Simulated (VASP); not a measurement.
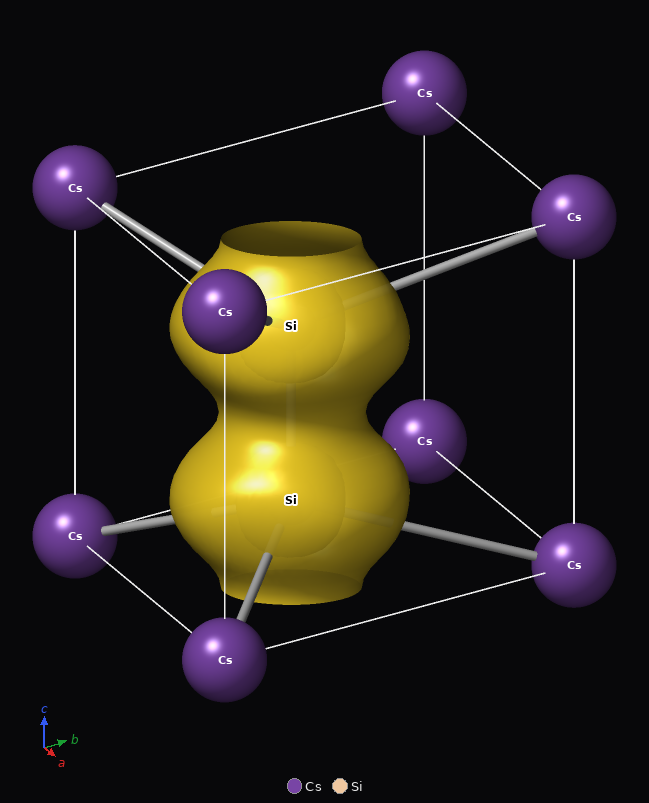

The picture shows: CsSi2. Isosurface of the electron localisation function at 0.7 (yellow), seen slightly off an axis. Only the valence region is drawn (cores and ρ < 0.01 e/Å³ removed). Sticks mark near contacts.

Space group P-6m2; a generated structure, not necessarily the stable one; changed on purpose from its base cell (strain = 0.0).

Theory: Kohn-Sham DFT of a periodic cell, PBE, VASP PAW PBE potentials, recommended in VASP.

In a PAW calculation such maps are meaningful between the atoms, not at the nuclei.

> What do the ELF domains correspond to?

At this value the surface marks out channels that run through the cell in one direction, counted in one cell of 3 atoms. Regions shared between cells count once. Along the contacts the grid gives the following. Si–Si (2.24 Å): the ELF peaks at about 0.80 between the atoms. Cs–Si (3.85 Å): the ELF peaks at about 0.80 in the valence shell of Si, 1.0 Å from its nucleus, and drops to about 0.05 between the two atoms.
